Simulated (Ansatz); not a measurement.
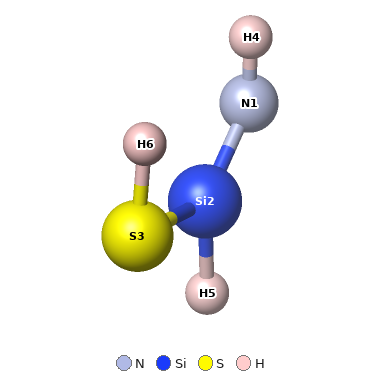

The system is H₃NSSi (SMILES N=[SiH]S) with the probe H2; the picture shows it without the atoms that are moved over the map. 
- The probe is moved over a plane parallel to the molecule's main plane, 1.70 Å above it.
- Coordinates scanned: (1) x of the probe's H atom; (2) y of the probe's H atom.
- Nothing is relaxed (molecule and probe rigid, the probe upright with H nearest the plane).
- The scan uses a 13 × 13 grid.
- Energies: kJ/mol, counted from the lowest grid point.
- The calculation used Ansatz, RKS PBE0-D4/def2-SVPD.

Range: x of the probe's H atom from −3.24 to 3.24 Å; y of the probe's H atom from −3.24 to 3.24 Å.

Q: What will the energy surface look like?

A: The lowest grid point is at x of the probe's H atom = 3.24 Å, y of the probe's H atom = −1.08 Å. It lies at the edge of the scanned range, so the true minimum may lie outside. The energy also falls towards the edge at x of the probe's H atom = −2.70 Å, y of the probe's H atom = 3.24 Å (1.6 kJ/mol above the lowest) and x of the probe's H atom = 3.24 Å, y of the probe's H atom = 2.16 Å (1.8 kJ/mol above the lowest), where a further well may lie outside the range. There are further wells near x of the probe's H atom = −2.16 Å, y of the probe's H atom = −2.70 Å (0.7 kJ/mol above the lowest at that grid point); x of the probe's H atom = 0.00 Å, y of the probe's H atom = 2.70 Å (0.8 kJ/mol above the lowest at that grid point). The highest grid point, x of the probe's H atom = −1.62 Å, y of the probe's H atom = 0.00 Å, lies 117 kJ/mol above the lowest.

```
y of the probe's H atom ↓, x of the probe's H atom →  −3.24  −2.70  −2.16  −1.62  −1.08  −0.54  0.00  0.54  1.08  1.62  2.16  2.70  3.24
                                                3.24      2      2      2      2      2      1     1     1     1     2     2     2     2
                                                2.70      2      3      4      5      4      2     1     1     2     2     2     2     2
                                                2.16      3      7     12     14     11      6     3     3     5     7     6     3     2
                                                1.62      7     17     30     36     29     17    10    11    15    18    13     6     2
                                                1.08     14     35     60     70     56     36    25    28    34    34    23    10     3
                                                0.54     22     55     92    107     87     59    47    50    57    49    30    12     3
                                                0.00     25     60    101    117     97     71    64    66    66    53    29    11     2
                                               −0.54     19     44     74     87     76     62    64    65    57    41    21     7     1
                                               −1.08      9     21     36     44     43     42    47    47    37    23    10     3     0
                                               −1.62      3      7     11     15     19     25    31    30    21    11     4     0     0
                                               −2.16      1      2      3      4      8     14    19    18    11     5     1     0     1
                                               −2.70      1      1      1      1      3      7     9     9     5     2     1     1     1
                                               −3.24      2      1      1      1      1      2     3     3     2     1     1     1     2
```

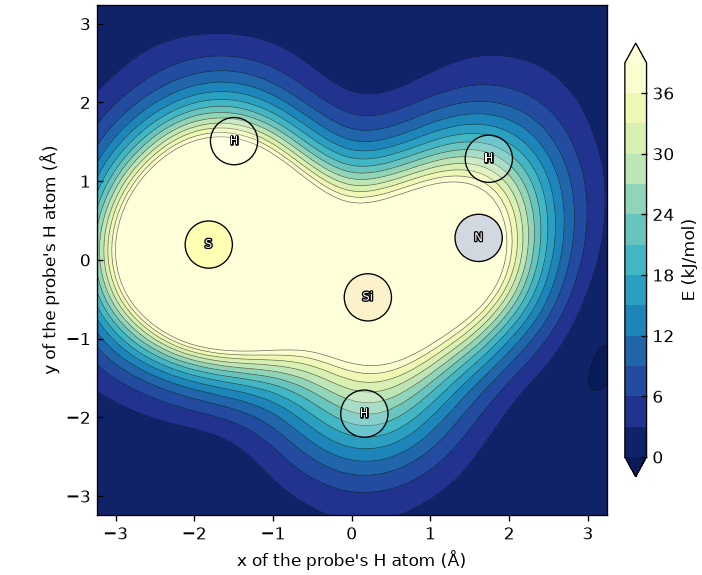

Drawn: filled contours, labelled circles for the molecule's atoms, projected on the plane, one colour for all values above the top of the scale. Between grid points the surface is interpolated.

Each point was launched as `ansatz run input.yaml --threads 1 --pin off --max-ram 2560MiB --backend cpu --events-out ev --progress --plain --runs-dir out`. The whole map (169 points run) took 11 min on 1 thread of Arm Neoverse V2, with other jobs on the host.
